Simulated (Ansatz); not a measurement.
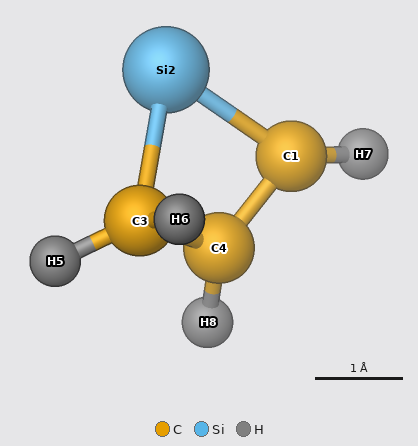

Figure 1. The input geometry (ball-and-stick view, seen at a tilt; atoms are numbered from 1 in the order of the input). Bond lengths as drawn: C–C 1.37 to 1.47 Å, C–H 1.08 to 1.09 Å and C–Si 1.82 to 1.98 Å.

## Single-point calculation, with input and output: C3H4Si

- system: C3H4Si
- method: RKS B3LYP-D4/def2-TZVPP (Ansatz 0.2.0)

The geometry is a minimum found at another level. The geometry comes from this level: PBE0-D4/def2-TZVP.

The program's output:
```
Functional definition: B3LYP
  name "B3LYP"
  cite "Stephens, Devlin, Chabalowski & Frisch, J. Phys. Chem. 98, 11623 (1994) doi:10.1021/j100096a001"
  cite "Becke, Phys. Rev. A 38, 3098 (1988) doi:10.1103/PhysRevA.38.3098"
  cite "Lee, Yang & Parr, Phys. Rev. B 37, 785 (1988) doi:10.1103/PhysRevB.37.785"
  cite "Vosko, Wilk & Nusair, Can. J. Phys. 58, 1200 (1980) doi:10.1139/p80-159"
  parameter a0 = 0.2
  parameter ax = 0.72
  parameter ac = 0.81
  exchange = (1 - a0 - ax)*slater_x + ax*b88_x + a0*exact_x
  correlation = (1 - ac)*vwn_rpa_c + ac*lyp_c
1067 factors; their error is unknown
mean field evaluation 1: about -11039.2990 eV, gradient 7.4e1 eV
mean field evaluation 2: about -10988.8080 eV, gradient 1.4e2 eV
mean field evaluation 4: about -11052.6880 eV, gradient 1.7e1 eV
mean field evaluation 8: about -11053.3949 eV, gradient 2.0e-1 eV
mean field evaluation 16: about -11053.3950 eV, gradient 4.4e-4 eV
mean field -11053.39499215 eV, -406.2047737014 hartree, gradient 2.9e-5 eV, S^2 0.000000; 0 other end points of the search recorded, 0 dependent functions left out
reference -11053.39523379 eV, -406.2047825813 hartree; 18, 18 occupied and 173, 173 virtual orbitals, 1067 factors
Total energy: -11053.67893962 eV, -406.2152085784 hartree
```

The run was set up as follows.

Input:
```yaml
crystal:
  periodic: [false, false, false]
  atoms:
    - {symbol: C, position_ang: [-1.059022, -0.319136, 0.702093]}
    - {symbol: Si, position_ang: [0.593413, -0.574780, 1.423575]}
    - {symbol: C, position_ang: [0.914951, 0.508778, -0.206249]}
    - {symbol: C, position_ang: [-0.366866, -0.153465, -0.473006]}
    - {symbol: H, position_ang: [1.754266, 0.310632, -0.870330]}
    - {symbol: H, position_ang: [0.832612, 1.561231, 0.047544]}
    - {symbol: H, position_ang: [-2.064107, -0.706945, 0.806233]}
    - {symbol: H, position_ang: [-0.605247, -0.626315, -1.429850]}
basis:
  gaussian: {orbitals: def2-TZVPP}
hamiltonian: {xc: {name: B3LYP}, dispersion: d4}
```

Launch command:
```bash
ansatz run in.yaml --threads 2 --pin off --events-out ev --progress --plain --max-ram 4352MiB
```

Key numbers:

```csv
quantity,value
outcome,converged
total energy,−11053.6789 eV
mean-field energy,−11053.3952 eV
dispersion energy,−0.2837 eV
SCF solution under orbital rotations,stable
hardware,"2 threads of Arm Neoverse V2, 23 GiB of memory available, shared host"
wall time,2.4 s (CPU time 4.6 s)
peak memory,0.28 GiB
```
